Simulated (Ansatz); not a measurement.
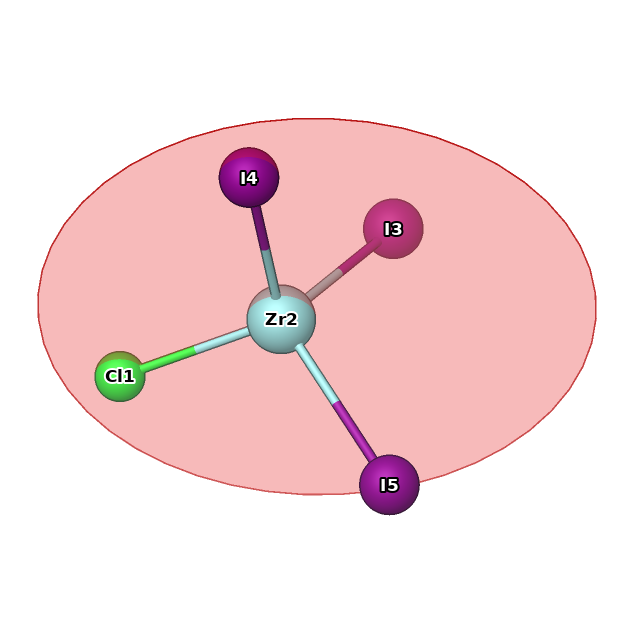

A disc through the centre of mass is drawn in. Distant atoms are faded towards the background colour. The species is neutral and a spin singlet. The geometry was computed by an optimisation with PBE0-D4/def2-TZVP.

Q: Is the plane of the disc a mirror plane of the structure?

A: Yes. The reflection leaves Cl1, Zr2, I4 in place and moves I3 ↔ I5. The point group is C3v.
